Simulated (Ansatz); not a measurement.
KTaO3: response to strain

Start from KTaO$_{3}$ in the cubic perovskite structure (space group Pm-3m, No. 221; a = 3.985 Å).

Strains are applied to the cell and any free atomic positions relax.

Calculations: plane-wave PAW DFT at the PBEsol level (Ansatz, a quantum-chemistry and plane-wave program, 420 eV), no spin-orbit coupling.

Notes on the quantities. energy relative to the base: free energy F.

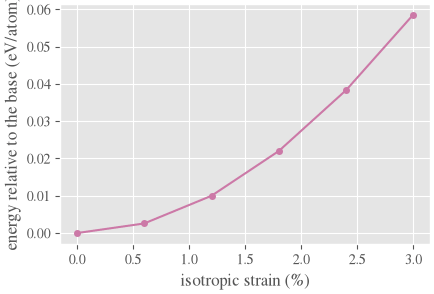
Figure: Energy relative to the base against isotropic strain

| isotropic strain (%) | energy relative to the base |
|---|---|
| 0.6 | +2.6 meV/atom |
| 1.2 | +10 meV/atom |
| 1.8 | +22 meV/atom |
| 2.4 | +38 meV/atom |
| 3 | +59 meV/atom |

Stability against distortions was not tested.
